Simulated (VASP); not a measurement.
Band structure of Ni3Al (L1_2). These are revTPSS meta-GGA, VASP's PBE PAW potentials (set 64) (plane waves; VASP) values and carry that method's errors.

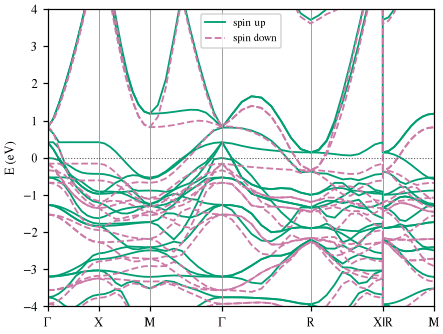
Fig. 1. Bands along high-symmetry lines, zero at the valence-band maximum or, without a gap, the Fermi level

Problem. Read the plot: is there a gap, and where are the band edges?

Solution. It has no gap at this level: it comes out as a metal or semimetal.

The compound is Ni3Al in the L1_2 structure. It was relaxed first.
